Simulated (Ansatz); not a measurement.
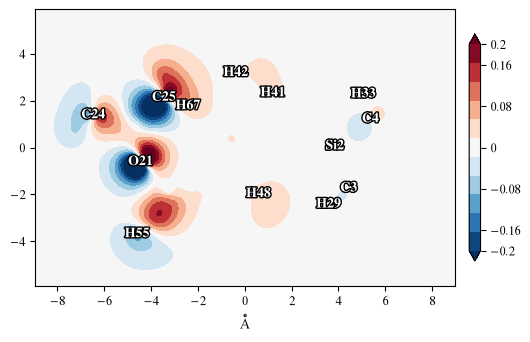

Figure. C$_{14}$H$_{42}$O$_{5}$Si$_{6}$ (SMILES C[Si](C)(C)O[Si](C)(C)O[Si](C)(C)O[Si](C)(C)O[Si](C)(C)O[Si](C)(C)C). The HOMO on the plane of atoms Si2, C3 and H29 (values in Å⁻³ᐟ²; the overall sign is arbitrary).

Geometry: PBE-D4/def2-SVP.

Computed with Ansatz, RKS PBE0-D4/def2-SVP.

The calculation's input:

```
crystal:
  periodic: [false, false, false]
  atoms:
    - {symbol: C, position_ang: [-2.930255, 2.356543, -1.119404]}
    - {symbol: Si, position_ang: [-4.024676, 1.271487, -0.033141]}
    - {symbol: C, position_ang: [-4.398588, 2.123067, 1.607968]}
    - {symbol: C, position_ang: [-5.629386, 0.830038, -0.927488]}
    - {symbol: O, position_ang: [-3.163040, -0.138543, 0.292020]}
    - {symbol: Si, position_ang: [-3.052660, -1.782617, 0.565791]}
    - {symbol: C, position_ang: [-3.307380, -2.134352, 2.390055]}
    - {symbol: C, position_ang: [-4.266963, -2.702319, -0.533121]}
    - {symbol: O, position_ang: [-1.491124, -2.251029, 0.170927]}
    - {symbol: Si, position_ang: [-0.240956, -1.706926, -0.817053]}
    - {symbol: C, position_ang: [-0.925197, -0.981155, -2.404961]}
    - {symbol: C, position_ang: [0.890110, -3.172045, -1.106230]}
    - {symbol: O, position_ang: [0.597034, -0.486888, -0.018211]}
    - {symbol: Si, position_ang: [0.867420, -0.010652, 1.578939]}
    - {symbol: C, position_ang: [-0.503422, 1.153727, 2.113842]}
    - {symbol: C, position_ang: [1.007930, -1.524383, 2.676236]}
    - {symbol: O, position_ang: [2.328693, 0.800682, 1.617144]}
    - {symbol: Si, position_ang: [3.189123, 1.970347, 0.765877]}
    - {symbol: C, position_ang: [4.152020, 2.983244, 2.013421]}
    - {symbol: C, position_ang: [1.994559, 3.002506, -0.262070]}
    - {symbol: O, position_ang: [4.298463, 1.225408, -0.237743]}
    - {symbol: Si, position_ang: [4.433743, -0.088066, -1.291872]}
    - {symbol: C, position_ang: [4.311509, -1.685421, -0.296845]}
    - {symbol: C, position_ang: [6.120315, 0.062584, -2.115276]}
    - {symbol: C, position_ang: [3.046422, 0.009905, -2.568457]}
    - {symbol: H, position_ang: [-2.781905, 1.901685, -2.120877]}
    - {symbol: H, position_ang: [-1.930351, 2.491243, -0.657121]}
    - {symbol: H, position_ang: [-3.379735, 3.360404, -1.266927]}
    - {symbol: H, position_ang: [-3.458966, 2.379704, 2.140012]}
    - {symbol: H, position_ang: [-4.996612, 1.463492, 2.271493]}
    - {symbol: H, position_ang: [-4.972137, 3.060685, 1.453483]}
    - {symbol: H, position_ang: [-6.285103, 0.197645, -0.292558]}
    - {symbol: H, position_ang: [-5.423108, 0.273069, -1.865156]}
    - {symbol: H, position_ang: [-6.200025, 1.743865, -1.194864]}
    - {symbol: H, position_ang: [-2.582553, -1.556766, 2.999550]}
    - {symbol: H, position_ang: [-3.160360, -3.210834, 2.613292]}
    - {symbol: H, position_ang: [-4.329813, -1.851091, 2.714137]}
    - {symbol: H, position_ang: [-4.154108, -3.799497, -0.415514]}
    - {symbol: H, position_ang: [-5.316066, -2.435879, -0.290208]}
    - {symbol: H, position_ang: [-4.089726, -2.452626, -1.599480]}
    - {symbol: H, position_ang: [-1.586103, -0.123559, -2.169278]}
    - {symbol: H, position_ang: [-0.109603, -0.621926, -3.064589]}
    - {symbol: H, position_ang: [-1.515309, -1.735873, -2.964692]}
    - {symbol: H, position_ang: [1.762579, -2.882424, -1.725226]}
    - {symbol: H, position_ang: [1.268449, -3.570670, -0.143244]}
    - {symbol: H, position_ang: [0.348145, -3.988487, -1.625922]}
    - {symbol: H, position_ang: [-1.492528, 0.661637, 2.036916]}
    - {symbol: H, position_ang: [-0.524352, 2.046185, 1.455464]}
    - {symbol: H, position_ang: [-0.348518, 1.498031, 3.156907]}
    - {symbol: H, position_ang: [1.148297, -1.241529, 3.739094]}
    - {symbol: H, position_ang: [0.092898, -2.145182, 2.591701]}
    - {symbol: H, position_ang: [1.876043, -2.143757, 2.371762]}
    - {symbol: H, position_ang: [4.797851, 3.729288, 1.506343]}
    - {symbol: H, position_ang: [3.470340, 3.522783, 2.702631]}
    - {symbol: H, position_ang: [4.802447, 2.320587, 2.620396]}
    - {symbol: H, position_ang: [2.540806, 3.715252, -0.913687]}
    - {symbol: H, position_ang: [1.375652, 2.346920, -0.909468]}
    - {symbol: H, position_ang: [1.311384, 3.588179, 0.387734]}
    - {symbol: H, position_ang: [4.449591, -2.578775, -0.941144]}
    - {symbol: H, position_ang: [5.083228, -1.712404, 0.499791]}
    - {symbol: H, position_ang: [3.316317, -1.758861, 0.185075]}
    - {symbol: H, position_ang: [6.293444, -0.771262, -2.827510]}
    - {symbol: H, position_ang: [6.203308, 1.015494, -2.677221]}
    - {symbol: H, position_ang: [6.932646, 0.041859, -1.359730]}
    - {symbol: H, position_ang: [3.080895, -0.842122, -3.279360]}
    - {symbol: H, position_ang: [3.110485, 0.948906, -3.155716]}
    - {symbol: H, position_ang: [2.068473, -0.008534, -2.046633]}
basis:
  gaussian: {orbitals: def2-SVP, fitting: {mean_field: def2-universal-jkfit}, initial_orbitals: start.molden}
hamiltonian: {xc: pbe0, dispersion: d4}
scf: {omitted_lower_state_checks: [starts]}
output: {forces: true, orbitals: {seedname: orbitals}}
```

Run with:

```sh
ansatz run in.yaml --threads 2 --pin off --events-out ev --progress --plain --max-ram 32768MiB --backend cuda --devices 0, --max-vram 18GiB
```

**Describe this orbital and give its energy.**

By Hirshfeld shares it lies mainly on O21 (about 20 %), C20 (about 15 %), C25 (about 10 %), Si18 (about 10 %), C19 (about 10 %) and O17 (about 5 %). Its energy is −7.50 eV.
